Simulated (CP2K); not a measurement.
Consider 2-aminofuran at its PBE geometry (Å).

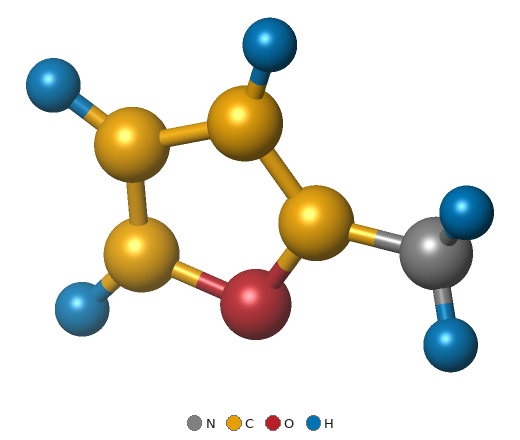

The molecule (nitrogen grey, carbon orange, oxygen red, hydrogen blue).

```xyz
11

N     2.0379    0.0118   -0.2622
C     0.6552    0.0024   -0.0928
C    -0.3044    0.9836   -0.0846
C    -1.5634    0.2996    0.0331
C    -1.2945   -1.0339    0.0888
O     0.0813   -1.2386    0.0084
H     2.4664    0.8855    0.0310
H     2.4970   -0.7852    0.1749
H    -0.1372    2.0519   -0.1583
H    -2.5475    0.7539    0.0765
H    -1.8908   -1.9312    0.1852
```

Method: CP2K XAS_TDP, all-electron GAPW, PBEh(45%), aug-cc-pVDZ, TDA, no relativity.

Question: Predict the bright core excitations at the C K edge.

Leading lines: C2 284.01 eV, C3 282.67 eV, C4 282.03 eV and C5 282.93 eV. The leading line of an atom is its first one with 35 % of the strongest within 2.5 eV of its lowest line over the strength cut. 

The first six lines of each atom with a strength over 0.0015:

```
                     atom  energy (eV)  states  strength, one atom
C2 (bonded to C, N and O)       284.01       1              0.0644
                                286.50       1              0.0017
                                287.32       1              0.0131
                                287.70       1              0.0021
                                288.02       1              0.0222
                                288.18       1              0.0017
 C3 (bonded to 2 C and H)       282.67       1              0.0373
                                283.72       1              0.0063
                                284.00       1              0.0095
                                284.39       1              0.0043
                                284.77       1              0.0022
                                285.39       1              0.0020
 C4 (bonded to 2 C and H)       282.03       1              0.0502
                                284.16       1              0.0090
                                284.66       1              0.0018
                                285.00       1              0.0049
                                285.93       1              0.0048
                                286.82       1              0.0028
C5 (bonded to C, O and H)       282.93       1              0.0507
                                285.24       1              0.0161
                                285.67       1              0.0079
                                286.25       1              0.0029
                                286.42       1              0.0111
                                286.73       1              0.0021
```

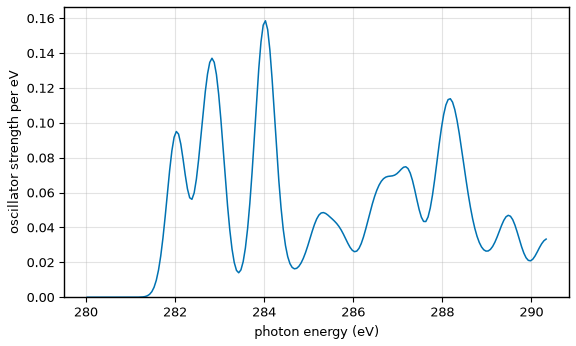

All atoms added, broadened by 0.5 eV.

Lines are vertical, at one geometry, with no vibrational structure. Without a correction of the core level, line positions, and the gaps between valence and Rydberg lines, follow the share of exact exchange. At this level such K lines come out 3 to 6 eV under measured ones. These values hold no scalar relativity, about 0.1 eV for C 1s. Rydberg lines, and the discretised continuum above threshold, depend on the basis and the box.

[Banner, clock and machine lines of the logs are left out without a mark of their own.]

[Logs are printed without paths, hosts, clocks, repeated set-up lines and the standing remarks that a program may print on its own settings, such as how far it seeks lower states.]

[Hosts, paths, dates, database ids (printed as entryN), source tags and the programs' standing remarks are cut or masked in the printed files.]
